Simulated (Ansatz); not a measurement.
# Calculations on Si$_{2}$H$_{4}$F

Part 1: Relaxation

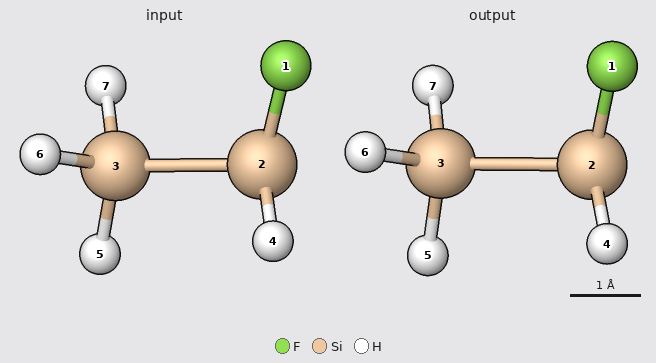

The structure of Si2H4F (multiplicity 2) (coarse preliminary run) before (left) and after (right) a relaxation, at one scale.

Style: ball-and-stick. Shown at a tilt.

Level of theory: UKS PBE-D4/def2-SVP (Ansatz). (force threshold 0.03 eV/Å; at most 250 steps)

What changed between the two?

Answer. The optimiser took 6 steps. The largest move after the best rigid fit is that of H4, 0.11 Å. By element the largest moves are H 0.11 Å, Si 0.07 Å, F 0.04 Å. Some distances before and after: Si2–H4 1.420 → 1.515 Å, Si2–Si3 2.294 → 2.356 Å, Si3–H7 1.550 → 1.504 Å, Si3–H6 1.484 → 1.508 Å. Among the angles between lasting bonds that change: F1–Si2–H4 111.7° → 107.3°, Si2–Si3–H5 110.4° → 106.8°, H5–Si3–H7 105.9° → 109.2°. The run took about 24 core-seconds on a shared host.

Part 2: Relaxation

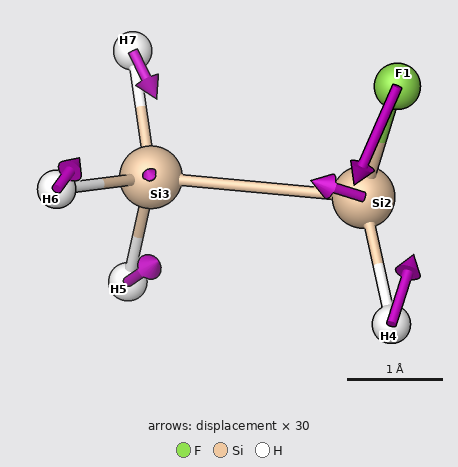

This is a relaxation of Si2H4F (multiplicity 2). The starting structure is drawn; purple arrows show the displacements, magnified 30 times. The two geometries are superimposed by the best rigid fit.

The picture is a ball-and-stick view, seen at a tilt.

All numbers below come from UKS PBE0-D4/def2-TZVP in Ansatz.

The input:
```yaml
crystal:
  periodic: [false, false, false]
  atoms:
    - {symbol: F, position_ang: [-0.422552, -2.026405, 1.307284]}
    - {symbol: Si, position_ang: [-0.281481, -1.378276, -0.205644]}
    - {symbol: Si, position_ang: [0.466399, 0.851295, -0.069489]}
    - {symbol: H, position_ang: [-1.633132, -1.505963, -0.877048]}
    - {symbol: H, position_ang: [0.554580, 1.366607, -1.481668]}
    - {symbol: H, position_ang: [-0.456704, 1.739551, 0.725806]}
    - {symbol: H, position_ang: [1.834191, 0.885092, 0.555060]}
basis:
  gaussian: {orbitals: def2-TZVP}
magnetization: {spin_polarized: true, initial_magnetization: 1}
hamiltonian: {xc: pbe0, dispersion: d4}
relax: {f_tol: 0.005, max_steps: 200}
```

Describe the change and its energy.

Answer. After 4 accepted moves (5 points after the start) the energy has fallen by 3.91 kJ/mol. The largest force component goes from 1.1 to 0.0033 eV/Å. The line search rejected the trial step at point 3 of the run. The atom that moves furthest after the best rigid fit is F1 (0.040 Å). Largest moves by element: F 0.040 Å, H 0.030 Å, Si 0.022 Å. Among the contacts that change: F1–Si2 1.652 → 1.610 Å, Si2–H4 1.515 → 1.493 Å, Si3–H7 1.504 → 1.485 Å, Si2–Si3 2.356 → 2.341 Å.

Part 3: Scan

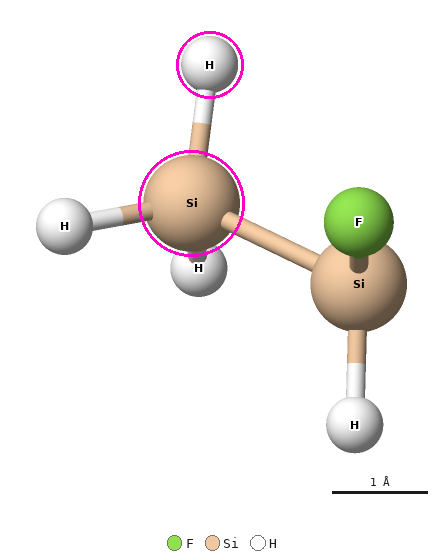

A scan of Si₂H₄F (multiplicity 2): the Si3–H7 distance is varied, with the rest of the molecule carried along rigidly. The picture shows the minimum geometry. The ringed atoms are those of the scanned coordinate. Style: ball-and-stick. Shown from a free direction.

Single-point energies from Ansatz with B3LYP-D4, CCSD(T), PBE-D4, PBE0-D4, wB97M-V, r2SCAN-D4 in the def2-TZVPP basis, on geometries moved rigidly from the minimum at PBE0-D4/def2-TZVP. Coupled cluster with a frozen core. Energies are counted from the PBE0-D4/def2-TZVP minimum geometry at the same level.

Input
```yaml
crystal:
  periodic: [false, false, false]
  atoms:
    - {symbol: F, position_ang: [-0.435991, -2.004466, 1.276922]}
    - {symbol: Si, position_ang: [-0.284485, -1.361622, -0.191744]}
    - {symbol: Si, position_ang: [0.465682, 0.851964, -0.065023]}
    - {symbol: H, position_ang: [-1.606106, -1.516438, -0.869047]}
    - {symbol: H, position_ang: [0.541260, 1.352417, -1.463707]}
    - {symbol: H, position_ang: [-0.440119, 1.730828, 0.725008]}
    - {symbol: H, position_ang: [1.821060, 0.879217, 0.541893]}
basis:
  gaussian: {orbitals: def2-TZVPP}
magnetization: {spin_polarized: true, initial_magnetization: 1}
hamiltonian: {xc: {name: B3LYP}, dispersion: d4}
```

> What energies does the calculation give (the distance: 1.307, 1.359, 1.434, 1.485, 1.523, 1.621, 1.726, 1.838, 1.956, 2.079 Å)?

Energies in eV.

```tsv
distance (Å)	B3LYP-D4	CCSD(T)	PBE-D4	PBE0-D4	wB97M-V	r2SCAN-D4
1.307	0.350	0.356	0.395	0.371	0.338	0.365
1.359	0.157	0.161	0.189	0.171	0.149	0.168
1.434	0.020	0.021	0.033	0.025	0.016	0.024
1.485	0.000	0.000	0.000	0.000	0.000	0.000
1.523	0.015	0.015	0.006	0.012	0.018	0.013
1.621	0.144	0.147	0.112	0.136	0.158	0.137
1.726	0.378	0.389	0.325	0.371	0.409	0.371
1.838	0.676	0.713	0.607	0.681	0.745	0.686
1.956	1.037	1.089	0.950	1.053	1.136	1.056
2.079	1.438	1.487	1.328	1.464	1.559	1.457
```

With B3LYP-D4: of the computed points the lowest is at the distance 1.485 Å, 0.000 eV. The end points stand at 0.350 eV (1.307 Å) and 1.438 eV (2.079 Å). The curvature at the lowest point is about 18 eV/Å² (2.9 mdyn/Å). The well is steeper on the short side, as for any bond. At 2.079 Å the levels give PBE-D4 1.328 eV, B3LYP-D4 1.438 eV, r2SCAN-D4 1.457 eV, PBE0-D4 1.464 eV, CCSD(T) 1.487 eV, wB97M-V 1.559 eV. Closest to CCSD(T) there is PBE0-D4.
